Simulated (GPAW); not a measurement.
Band structure of NaBi (P4/mmm, 2 atoms in the cell).

```
CELL_PARAMETERS angstrom
      3.40520     0.00000     0.00000
      0.00000     3.40520     0.00000
      0.00000     0.00000     4.86714
ATOMIC_POSITIONS crystal
  Na 0.50000 0.50000 0.50000
  Bi 0.00000 0.00000 0.00000
```

Method of the run: PBEsol, GPAW PAW datasets PBEsol (made by gpaw-setup) (plane waves; GPAW).

Settings: mode = pw; ecut = 850 eV; xc = PBEsol; kpts = 10 10 7; mesh shift (steps) = 0 0 0; occupations.name = fermi-dirac; occupations.width = 0.1 eV; nbands = -8; convergence.forces = 0.001 eV/Å; symmetry.symmorphic = false; symmetry.tolerance = 0.0005; maxiter = 100; bandpath_npoints = 40.

The starting cell comes from a database of computed structures (which also holds hypothetical and non-ambient phases and stackings), without a prior relaxation at this level. Spin-orbit coupling is off.

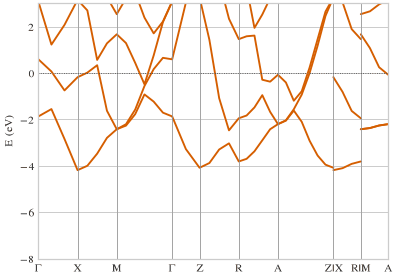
Bands along the path, energies from the Fermi level.

Levels in eV from the Fermi level, bands 8 to 15:
```
point       8       9     10     11     12    13    14    15
-----  ------  ------  -----  -----  -----  ----  ----  ----
Γ      -22.42  -11.69  -1.87   0.59   3.08  3.08  6.37  6.87
X      -22.37  -10.10  -4.19  -0.18   3.15  4.68  4.68  4.77
M      -22.37   -8.58  -2.42  -2.42   1.67  2.54  5.78  6.47
Z      -22.42  -11.50  -4.09   3.25   3.25  6.34  6.56  8.04
R      -22.37   -9.98  -3.81  -1.95   1.46  4.93  8.57  9.43
A      -22.36   -8.45  -2.20  -2.20  -0.08  3.15  3.66  3.66
```

Bands cross the Fermi level along this path, so the cell is metallic at this level.
